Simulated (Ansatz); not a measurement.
C$_{3}$H$_{6}$ClIn

```yaml
atoms:
  - { symbol: C, position_ang: [0.0301, 2.5021, 0.6071] }
  - { symbol: C, position_ang: [0.3166, 1.2498, 0.9820] }
  - { symbol: In, position_ang: [-0.1029, -0.3660, -0.3425] }
  - { symbol: C, position_ang: [0.0469, -2.5017, -0.4260] }
  - { symbol: Cl, position_ang: [-1.0430, 0.5714, -2.3264] }
  - { symbol: H, position_ang: [-0.4167, 2.7237, -0.3696] }
  - { symbol: H, position_ang: [0.2290, 3.3631, 1.2586] }
  - { symbol: H, position_ang: [0.7633, 1.0744, 1.9684] }
  - { symbol: H, position_ang: [-0.9545, -2.9311, -0.2727] }
  - { symbol: H, position_ang: [0.4038, -2.7958, -1.4229] }
  - { symbol: H, position_ang: [0.7275, -2.8899, 0.3441] }
```

Core potentials replace the inner electrons of In.

Theory: Ansatz, RKS PBE0-D4/def2-SVP.

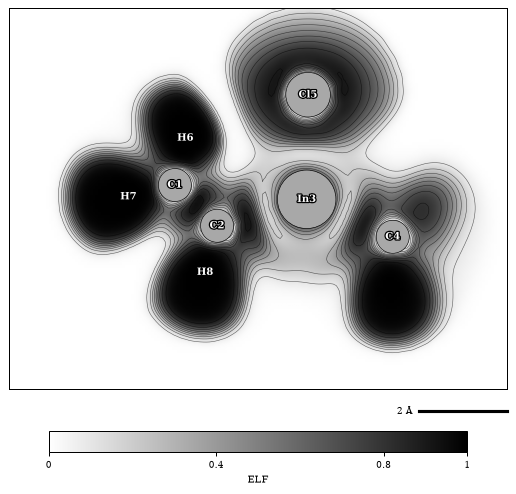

Figure 1. ELF on the plane of atoms H6, C1 and H7. Grey discs cover the atomic cores.

What does the map show?

Answer.
- The plane passes through C, In, Cl and H nuclei.
- C–C (1.34 Å): the ELF peaks at about 0.95 between the atoms (a multiple bond).
- C–In (2.13 Å): the ELF peaks at about 0.90 in the valence shell of C, 0.7 Å from its nucleus, and drops to about 0.20 between the two atoms.
- In–Cl (2.39 Å): the ELF peaks at about 0.85 in the valence shell of Cl, 0.8 Å from its nucleus, and drops to about 0.15 between the two atoms.
- C–H (1.10 Å): the ELF climbs to about 1 towards the hydrogen, as it does in any bond to H: a covalent bond by its length.
- The ELF also peaks beside Cl5, away from the bonds: lone-pair regions.

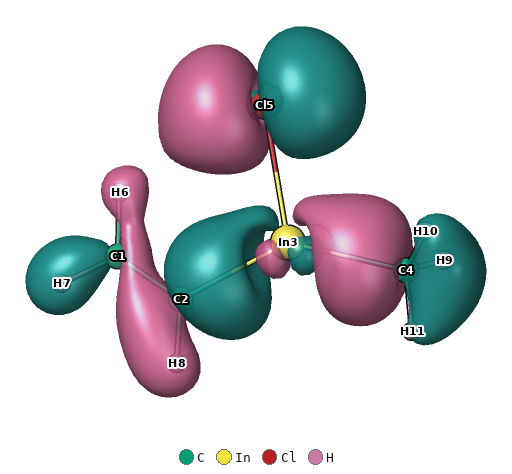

Figure 2. The HOMO at ±0.08 Å⁻³ᐟ² (teal and pink are the two phases), seen at a tilt.

Where does this orbital lie, and at what energy?

Answer. By Hirshfeld shares it lies mainly on Cl5 (about 45 %), C4 (about 15 %), C2 (about 15 %) and In3 (about 15 %). Its energy is −7.59 eV.

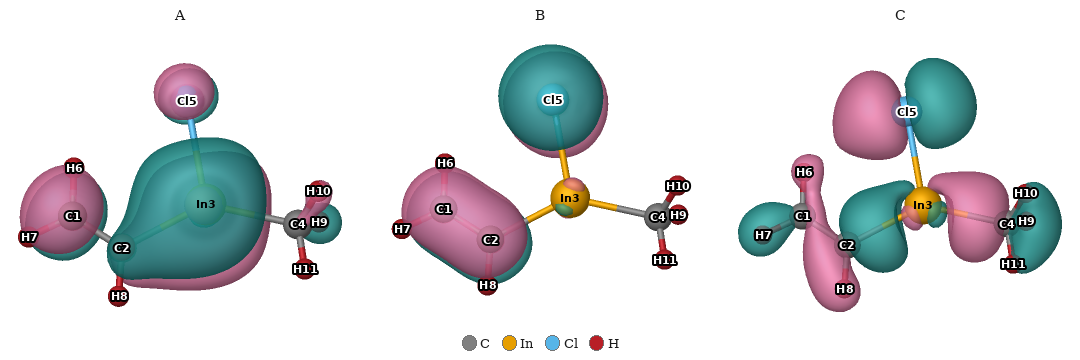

Figure 3. Three frontier orbitals at ±0.08 Å⁻³ᐟ² (teal and pink are the two phases), in no order.

Which picture is the HOMO−1, the HOMO and the LUMO?

Answer. B is the HOMO−1 (−7.93 eV). By Hirshfeld shares it lies mainly on Cl5 (about 50 %), C2 (about 20 %) and C1 (about 20 %). C is the HOMO (−7.59 eV). By Hirshfeld shares it lies mainly on Cl5 (about 45 %), C4 (about 15 %), C2 (about 15 %) and In3 (about 15 %). A is the LUMO (−1.46 eV). By Hirshfeld shares it lies mainly on In3 (about 60 %), C1 (about 15 %) and C2 (about 10 %).

What is the HOMO–LUMO gap?

Answer. 6.13 eV between the orbital energies.
